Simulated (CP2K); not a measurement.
# PM6 run of C3H5AlS (SMILES C=[C]1[S][Al]1[CH3])

What is the energy change on altering one bond length of C3H5AlS at PM6? 

Program for the calculation: CP2K 2026.2.

## 1. The system as given

C3H5AlS has 10 atoms, charge 0, and is taken as a singlet. As SMILES, `C=[C]1[S][Al]1[CH3]`. The shape comes from GFN2-xTB, which is rough for such elements, and wasn't checked as a minimum.

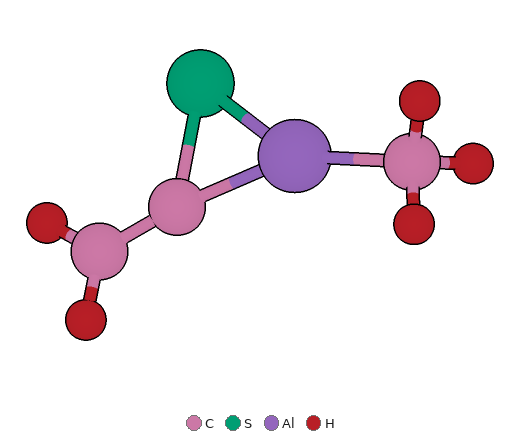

Viewed from a chosen angle; carbon pink, sulfur teal, aluminium purple, hydrogen red.

## 2. Energy and gradient at PM6

gas.inp

```
&GLOBAL
  PROJECT gas
  RUN_TYPE ENERGY_FORCE
  PRINT_LEVEL MEDIUM
&END

&FORCE_EVAL
  METHOD QS
  &DFT
    &QS
      METHOD PM6
      EPS_DEFAULT 1.0E-10
      &SE
        &COULOMB
          CUTOFF [angstrom] 50
          RC_RANGE [angstrom] 0
        &END
        &EXCHANGE
          CUTOFF [angstrom] 50
          RC_RANGE [angstrom] 0
        &END
      &END
    &END
    &POISSON
      PERIODIC NONE
      POISSON_SOLVER ANALYTIC
    &END
    &SCF
      SCF_GUESS ATOMIC
      EPS_SCF 1.0E-07
      MAX_SCF 150
      ADDED_MOS 2
      &DIAGONALIZATION
        ALGORITHM STANDARD
      &END
      &MIXING
        METHOD DIRECT_P_MIXING
        ALPHA 0.4
      &END
    &END
    &PRINT
      &MOMENTS
        PERIODIC F
        REFERENCE COM
        MAX_MOMENT 1
      &END
      &MO ON
        ENERGIES T
        OCCUPATION_NUMBERS T
        NDIGITS 6
        &EACH
          QS_SCF 0
        &END
        ADD_LAST NUMERIC
      &END
      &HIRSHFELD OFF
      &END
    &END
  &END
  &SUBSYS
    &CELL
      ABC 18.6 20.9 21.6
      PERIODIC NONE
    &END
    &COORD
      C     -0.675110    -1.343070    -2.195650
      C     -0.268240    -0.891720    -1.022740
      S      0.496940    -2.129400     0.274620
      Al     0.254170     0.006170     0.614650
      C      0.446280     1.610830     1.760550
      H     -1.101480    -0.665490    -2.920350
      H     -0.606220    -2.381720    -2.488530
      H      0.171790     2.519260     1.214900
      H     -0.194890     1.546230     2.647850
      H      1.476760     1.728910     2.114700
    &END
    &TOPOLOGY
      &CENTER_COORDINATES
      &END
    &END
  &END
  &PRINT
    &FORCES ON
    &END
  &END
&END
```

The run is started by

```
$ OMP_NUM_THREADS=1 cp2k.psmp -i gas.inp > gas.out 2>&1
```

What it wrote:

```text
CP2K| version string:                                       CP2K version 2026.2
[...]
 GLOBAL| Method name                                                        CP2K
[...]
 GLOBAL| Run type                                                   ENERGY_FORCE
[...]
                             - Atoms:                                         10
[...]
                             - Spherical basis functions:                     35
[...]
 Number of electrons:                                                         26
[...]
     1 P_Mix/Diag. 0.40E+00    0.0     0.78162262       -17.4851752283 -1.75E+01
[...]
    33 DIIS/Diag.  0.91E-07    0.0     0.00000009       -24.2448900570 -2.84E-14
  *** SCF run converged in    33 steps ***
  Core-core repulsion energy [eV]:                           1441.96449130823680
  Core Hamiltonian energy [eV]:                             -1051.33890426729226
  Two-electron integral energy [eV]:                        -2100.72519388492492
  Electronic energy [eV]:                                   -2101.70150120975450
  Total energy [eV]:                                         -659.73700990151792
  Atomic reference energy [eV]:                               661.49921862562360
  Heat of formation [kcal/mol]:                                40.63750179172975
[...]
 SE_DIPOLE| Moment [Debye]          0.21431148      -4.30304118      -1.35565021
 SE_DIPOLE| Derivative [a.u.]       0.00000000       0.00000000       0.00000000
 ENERGY| Total FORCE_EVAL ( QS ) energy [hartree]            -24.244890057017898
 FORCES| Atomic forces [hartree/bohr]
 FORCES|   Atom     x               y               z               |f|
 FORCES|      1  6.16657704E-03  2.05947520E-02  2.35538503E-02   3.18897217E-02
 FORCES|      2  4.16358252E-03 -2.33753942E-02 -1.77347650E-04   2.37439661E-02
 FORCES|      3 -5.29122476E-03  2.37977243E-02 -2.45658054E-03   2.45023168E-02
 FORCES|      4  2.16759130E-03  1.27607888E-02  1.05618467E-02   1.67059507E-02
 FORCES|      5 -3.86208653E-03 -1.97711359E-02 -1.69822311E-02   2.63478595E-02
 FORCES|      6 -1.05049864E-03 -2.27360324E-03 -3.54656347E-03   4.34176594E-03
 FORCES|      7 -9.00407529E-04  1.52318549E-03 -1.26493228E-03   2.17505894E-03
 FORCES|      8 -4.28252909E-04 -3.51242239E-03 -2.61896754E-03   4.40221565E-03
 FORCES|      9 -3.48224158E-04 -4.79961663E-03 -3.60609843E-03   6.01344541E-03
 FORCES|     10 -6.17056327E-04 -4.94427825E-03 -3.46297608E-03   6.06785376E-03
 FORCES| Sum     5.20417043E-16 -9.43689571E-16 -8.32667268E-17
 FORCES| Total atomic force                                       1.08088725E-15
[...]
```

It took 0.47 s on 1 thread of Arm Neoverse N1, shared host; peak memory 0.14 GiB.

## 3. The distorted shape at the same level

mol.inp

```
&global
   project mol
   run_type ENERGY_FORCE
   print_level MEDIUM
&end global

&force_eval
   method QS
   &dft
      charge 0
      multiplicity 1
      &qs
         method PM6
         eps_default 1.0E-10
         &se
            &coulomb
               cutoff [angstrom] 50
               rc_range [angstrom] 0
            &end coulomb
            &exchange
               cutoff [angstrom] 50
               rc_range [angstrom] 0
            &end exchange
         &end se
      &end qs
      &poisson
         periodic NONE
         poisson_solver ANALYTIC
      &end poisson
      &scf
         scf_guess ATOMIC
         eps_scf 1.0E-07
         max_scf 150
         added_mos 2
         &diagonalization
            algorithm STANDARD
         &end diagonalization
         &mixing
            method DIRECT_P_MIXING
            alpha 0.4
         &end mixing
      &end scf
      &print
         &moments
            periodic F
            reference COM
            max_moment 1
         &end moments
         &mo ON
            energies T
            occupation_numbers T
            ndigits 6
            &each
               qs_scf 0
            &end each
            add_last NUMERIC
         &end mo
         &hirshfeld OFF
         &end hirshfeld
      &end print
   &end dft
   &subsys
      &cell
         abc [angstrom] 18.6 21.8 21.6
         periodic NONE
      &end cell
      &coord
         C     -0.400610    -2.251534    -1.649980
         C      0.006260    -1.800184    -0.477070
         S      0.771440    -3.037864     0.820290
         Al     0.528670    -0.902294     1.160320
         C      0.720780     0.702366     2.306220
         H     -0.826980    -1.573954    -2.374680
         H     -0.331720    -3.290184    -1.942860
         H      0.171790     2.519260     1.214900
         H      0.079610     0.637766     3.193520
         H      1.751260     0.820446     2.660370
      &end coord
      &topology
         &center_coordinates
         &end center_coordinates
      &end topology
   &end subsys
   &print
      &forces ON
      &end forces
   &end print
&end force_eval
```

The run is started by

```
$ OMP_NUM_THREADS=1 cp2k.psmp -i mol.inp > mol.out 2>&1
```

What it wrote:

```text
CP2K| version string:                                       CP2K version 2026.2
[...]
 GLOBAL| Method name                                                        CP2K
[...]
 GLOBAL| Run type                                                   ENERGY_FORCE
[...]
                             - Atoms:                                         10
[...]
                             - Spherical basis functions:                     35
[...]
 Number of electrons:                                                         26
[...]
     1 P_Mix/Diag. 0.40E+00    0.0     0.76816047       -17.6836793114 -1.77E+01
[...]
    36 DIIS/Diag.  0.10E-06    0.0     0.00000010       -24.0446043904 -7.11E-14
  *** SCF run converged in    36 steps ***
  Core-core repulsion energy [eV]:                           1410.10246083107609
  Core Hamiltonian energy [eV]:                             -1041.86018678872597
  Two-electron integral energy [eV]:                        -2045.05846757682161
  Electronic energy [eV]:                                   -2064.38942057713666
  Total energy [eV]:                                         -654.28695974606069
  Atomic reference energy [eV]:                               661.49921862562360
  Heat of formation [kcal/mol]:                               166.31865404559281
[...]
 SE_DIPOLE| Moment [Debye]          0.44502159      -5.60293855      -1.06669306
 SE_DIPOLE| Derivative [a.u.]       0.00000000       0.00000000       0.00000000
 ENERGY| Total FORCE_EVAL ( QS ) energy [hartree]            -24.044604390394454
 FORCES| Atomic forces [hartree/bohr]
 FORCES|   Atom     x               y               z               |f|
 FORCES|      1  6.06433037E-03  2.02346653E-02  2.31169634E-02   3.13147215E-02
 FORCES|      2  4.03400531E-03 -2.42420303E-02 -8.42308380E-04   2.45898092E-02
 FORCES|      3 -5.23539490E-03  2.21082948E-02 -3.08102432E-03   2.29276857E-02
 FORCES|      4  7.15098918E-04  3.19752012E-02  1.29462160E-02   3.45040485E-02
 FORCES|      5 -1.42578311E-02  1.07641929E-02 -3.90878667E-02   4.29769115E-02
 FORCES|      6 -9.68648807E-04 -2.42209612E-03 -3.39883738E-03   4.28449830E-03
 FORCES|      7 -9.32670753E-04  1.64947063E-03 -1.27860657E-03   2.28592713E-03
 FORCES|      8  2.14089375E-02 -7.41463516E-02  4.14566392E-02   8.76052339E-02
 FORCES|      9 -1.92847571E-03  7.48259592E-03 -1.60731274E-02   1.78340596E-02
 FORCES|     10 -8.89935086E-03  6.59605721E-03 -1.37580479E-02   1.76632471E-02
 FORCES| Sum    -1.73472348E-16  3.88578059E-16  4.64905892E-16
 FORCES| Total atomic force                                       6.30256338E-16
[...]
```

Run time: 0.47 s. Hardware: 1 thread of Arm Neoverse N1, shared host; peak memory 0.14 GiB.

## 4. Summary of results

At PM6:

```
                                                         quantity           value
                                        first shape: total energy    -24.24489 Eh
                                       first shape: dipole moment          4.52 D
                                         first shape: HOMO energy        -8.45 eV
                                         first shape: LUMO energy         0.52 eV
                                       first shape: HOMO–LUMO gap         8.97 eV
           first shape: heat of formation at this unrelaxed shape   40.6 kcal/mol
                            first shape: largest force on an atom      1.640 eV/Å
                                    distorted shape: total energy    -24.04460 Eh
                                   distorted shape: dipole moment          5.72 D
                                     distorted shape: HOMO energy        -8.34 eV
                                     distorted shape: LUMO energy        -0.90 eV
                                   distorted shape: HOMO–LUMO gap         7.44 eV
       distorted shape: heat of formation at this unrelaxed shape  166.3 kcal/mol
                        distorted shape: largest force on an atom      4.505 eV/Å
energy change with the C5–H8 bond stretched from 1.095 to 2.189 Å        5.450 eV
```

What this shows: One bond (distorted shape) is far stretched, which a spin-restricted single reference describes badly. With the C5–H8 bond stretched from 1.095 to 2.189 Å the energy rises by 5.45 eV (126 kcal/mol). The first shape isn't relaxed at this level, so the change isn't measured from a minimum. A restricted reference can't describe the breaking bond well at this length. The largest force (first shape) is 1.64 eV/Å: the shape isn't a stationary point for this species at this level.
